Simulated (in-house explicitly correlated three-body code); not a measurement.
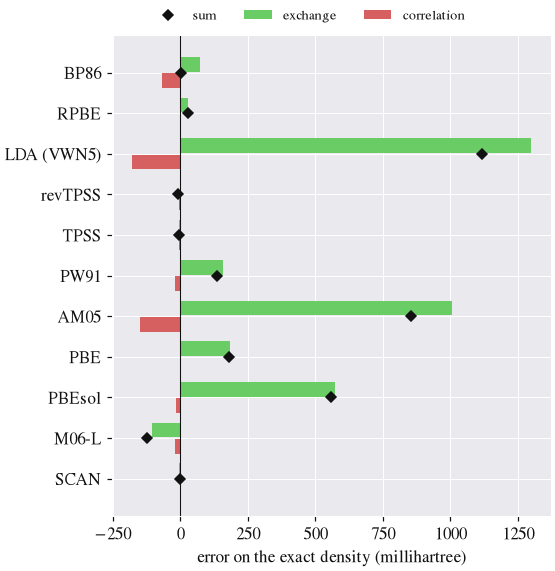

Two electrons around a point charge Z = 15 (P¹³⁺). Computed variationally in 260 exponentially correlated functions with an in-house code, non-relativistic, converged to about 10⁻⁸ of the energy. The exact exchange and correlation energies are −9153 and −46.00 millihartree. The plot shows the errors of AM05, BP86, LDA (VWN5), M06-L, PBE, PBEsol, PW91, RPBE, SCAN, TPSS and revTPSS, evaluated on the exact density.

Q: Which functional is best in the sum, and where do errors cancel?

A: By the size of the summed error (millihartree): SCAN −2.6, BP86 +4.0, TPSS −6.7, revTPSS −8.0, RPBE +28, M06-L −123, PW91 +137, PBE +182, PBEsol +557, AM05 +854, LDA (VWN5) +1120. Errors of exchange and correlation cancel by a quarter or more for SCAN (−4.0 and +1.3) and BP86 (+73 and −69).
